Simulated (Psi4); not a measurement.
# BH2OF (SMILES OBF) at HF/def2-TZVP

Aim: the vertical ionisation energy of BH2OF at HF/def2-TZVP, from 2 runs. 

The results are computed with Psi4 1.11.

2 further runs of the same task are left out: 2 set aside as unsound or not needed.

### 1 The molecule

BH2OF: 5 atoms, total charge 0, spin state singlet. As SMILES, `OBF`. Geometry: relaxed at PBE0-D4/def2-TZVP. This is one conformer, not always the lowest.

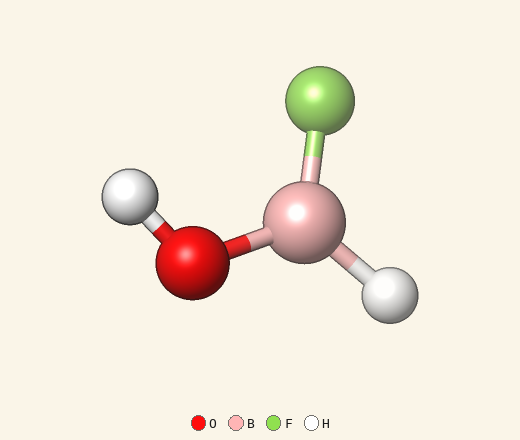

The structure, seen from a chosen angle (oxygen red, boron pink, fluorine green, hydrogen white).

### 2 Energy and forces at HF/def2-TZVP

Input file bfh2o.py:

```python
import psi4

psi4.set_memory('1600 MB')
psi4.set_num_threads(1)
psi4.core.set_output_file('output.dat', False)

m = psi4.geometry("""
O     -0.965400     0.157400     0.156900
B      0.365000    -0.030200     0.201100
F      1.039200    -0.323700    -0.909500
H     -1.337200     0.057400    -0.725800
H      0.948300     0.065400     1.236000
symmetry c1
no_reorient
no_com
""")

psi4.set_options(dict(basis='def2-TZVP', puream=True, e_convergence=1e-09, d_convergence=1e-08, scf_type='pk'))

e, wfn = psi4.gradient('scf', molecule=m, return_wfn=True)
print('gradient / Eh bohr^-1')
print(e.np.round(6))
print(f'energy = {wfn.energy():.10f} Eh')
```

The run is started by

```bash
$ python bfh2o.py
```

output.dat:

```text
[...]
  Running in c1 symmetry.
[...]
  Nuclear repulsion =   64.275791383112306
[...]
  Multiplicity = 1
[...]
  Nalpha       = 12
  Nbeta        = 12
[...]
    Number of basis functions: 105
[...]
   @RHF iter   1:  -200.27048042695483   -9.32898e-01   4.67080e-03 DIIS/ADIIS
[...]
   @RHF iter  11:  -200.35507902180498   -4.86011e-12   4.52857e-09 DIIS
[...]
    Orbital Energies [Eh]
    ---------------------
    Doubly Occupied:
       1A    -26.300739     2A    -20.590038     3A     -7.677636
       4A     -1.615810     5A     -1.389585     6A     -0.799820
       7A     -0.756149     8A     -0.709224     9A     -0.681810
      10A     -0.584590    11A     -0.552379    12A     -0.537718
[...]
  @RHF Final Energy:  -200.35507902180498
   => Energetics <=
    Nuclear Repulsion Energy =             64.2757913831123062
    One-Electron Energy =                -404.8707468752419913
    Two-Electron Energy =                 140.2398764703246741
    Total Energy =                       -200.3550790218049826
[...]
 Multipole Moments:
 ------------------------------------------------------------------------------------
     Multipole            Electronic (a.u.)      Nuclear  (a.u.)        Total (a.u.)
 ------------------------------------------------------------------------------------
 L = 1.  Multiply by 2.5417464519 to convert [e a0] to [Debye]
 Dipole X            :         -6.0766863            5.7933334           -0.2833530
 Dipole Y            :          3.1777408           -3.1790863           -0.0013455
 Dipole Z            :          9.9868544          -10.2321111           -0.2452567
 Magnitude           :                                                    0.3747553
[...]
  -Total Gradient:
     Atom            X                  Y                   Z
    ------   -----------------  -----------------  -----------------
       1       -0.001716239485     0.003980571995     0.021290961312
       2       -0.000602043343     0.000738280268     0.003707594929
       3        0.007465860091    -0.002901780643    -0.010308471637
       4       -0.006423477966    -0.002344395084    -0.018771744190
       5        0.001275900701     0.000527323463     0.004081659585
[...]
```

Standard output:

```text
gradient / Eh bohr^-1
[[-0.001716  0.003981  0.021291]
 [-0.000602  0.000738  0.003708]
 [ 0.007466 -0.002902 -0.010308]
 [-0.006423 -0.002344 -0.018772]
 [ 0.001276  0.000527  0.004082]]
energy = -200.3550790218 Eh
```

Wall time 8.4 s (1 thread of Intel Xeon Platinum 8559C (Emerald Rapids), shared host); peak memory 0.42 GiB.

### 3 The doublet cation, same level

Input file job.in:

```
memory 1.6 GB

molecule system {
  1 2
  O
  B 1 1.344288
  F 2 1.331961 1 120.28336
  H 1 0.963013 2 113.43681 3 -0.0002
  H 2 1.191804 3 119.60234 1 179.99974
  units angstrom
  symmetry c1
  no_reorient
  no_com
}

set {
  basis         def2-TZVP
  reference     uhf
  puream        true
  e_convergence 1e-09
  d_convergence 1e-08
  scf_type      pk
  maxiter       200
}

e, wfn = gradient("hf", return_wfn=True)
oeprop(wfn, "DIPOLE", "MAYER_INDICES", "LOWDIN_CHARGES")
```

The run is started by

```bash
$ psi4 job.in job.out -n 1
```

job.out:

```text
[...]
  Running in c1 symmetry.
[...]
  Nuclear repulsion =   64.275802927813416
[...]
  Multiplicity = 2
[...]
  Nalpha       = 12
  Nbeta        = 11
[...]
    Number of basis functions: 105
[...]
   @UHF iter   1:  -199.75057195348518   -4.12989e-01   4.71606e-03 ADIIS/DIIS
[...]
   @UHF iter  18:  -199.86331012322105   -2.35900e-12   3.86135e-09 DIIS
[...]
   @S^2 Observed:                7.600804034E-01
[...]
    Orbital Energies [Eh]
    ---------------------
    Alpha Occupied:
       1A    -26.629744     2A    -20.875440     3A     -8.065089
       4A     -1.933631     5A     -1.670678     6A     -1.181140
       7A     -1.068018     8A     -1.040537     9A     -0.986734
      10A     -0.968860    11A     -0.861914    12A     -0.822509
    Alpha Virtual:
      13A     -0.156098    14A     -0.084396    15A     -0.077119
      16A     -0.054639    17A     -0.000064    18A      0.013535
      19A      0.063266    20A      0.158537    21A      0.219283
      22A      0.275714    23A      0.278417    24A      0.321594
      25A      0.375665    26A      0.415774    27A      0.427578
[...]
  @UHF Final Energy:  -199.86331012322105
   => Energetics <=
    Nuclear Repulsion Energy =             64.2758029278134160
    One-Electron Energy =                -397.3759289044057823
    Two-Electron Energy =                 133.2368158533713256
    Total Energy =                       -199.8633101232210549
  UHF NO Occupations:
  HONO-2 :   10  A 1.9995014
  HONO-1 :   11  A 1.9956537
[...]
  -Total Gradient:
     Atom            X                  Y                   Z
    ------   -----------------  -----------------  -----------------
       1       -0.000000066265    -0.033268317901    -0.066823096130
       2       -0.000000284029     0.199221232849     0.123026412372
       3       -0.000000023981    -0.078929879090    -0.004232464951
       4        0.000000024173    -0.005400680435    -0.000490608894
       5        0.000000350102    -0.081622355423    -0.051480242398
[...]
 Multipole Moments:
 ------------------------------------------------------------------------------------
     Multipole            Electronic (a.u.)      Nuclear  (a.u.)        Total (a.u.)
 ------------------------------------------------------------------------------------
 L = 1.  Multiply by 2.5417464519 to convert [e a0] to [Debye]
 Dipole X            :          0.0000016           -0.0000015            0.0000001
 Dipole Y            :         -0.0335318            1.2154087            1.1818769
 Dipole Z            :          2.1168448           -1.7023763            0.4144685
 Magnitude           :                                                    1.2524445
[...]
```

It took 9.6 s on 1 thread of Intel Xeon Platinum 8559C (Emerald Rapids), shared host; peak memory 0.43 GiB.

### 4 Summary of results

At HF/def2-TZVP:

| quantity | value |
| --- | --- |
| singlet BH2OF: total energy | -200.35508 Eh |
| singlet BH2OF: dipole moment | 0.95 D |
| singlet BH2OF: HOMO energy | -14.63 eV |
| singlet BH2OF: LUMO energy | 3.37 eV |
| singlet BH2OF: HOMO–LUMO gap | 18.00 eV |
| singlet BH2OF: largest force on an atom | 1.117 eV/Å |
| doublet cation: total energy | -199.86331 Eh |
| doublet cation: HOMO energy (highest over α and β) | -22.32 eV |
| doublet cation: LUMO energy (lowest over α and β) | -12.21 eV |
| doublet cation: ⟨S²⟩ | 0.760 |
| doublet cation: largest force on an atom | 12.040 eV/Å |
| vertical ionisation energy (to the doublet cation) | 13.382 eV |

In words: Removing an electron at fixed nuclei costs 13.38 eV (1291 kJ/mol). The largest force (singlet BH2OF) is 1.12 eV/Å: the shape isn't a stationary point for this species at this level. −ε(HOMO) before ionisation, 14.63 eV, is 1.25 eV above this ionisation energy.
